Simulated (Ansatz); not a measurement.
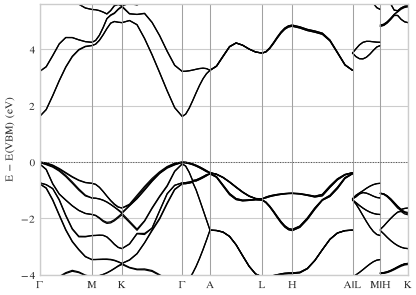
Figure. Band structure from plane-wave PAW r²SCAN with spin–orbit coupling (Ansatz code)

### Question
Read off the gap and where the band edges lie.

### Answer
About 1.6 eV (1.62 eV by a search for the band edges); maximum at Γ, minimum at Γ.

The material is CdS (wurtzite, P6_3mc).

The cell was relaxed with r²SCAN under the symmetry of its start.

Potentials: the later of the program's two PAW sets.
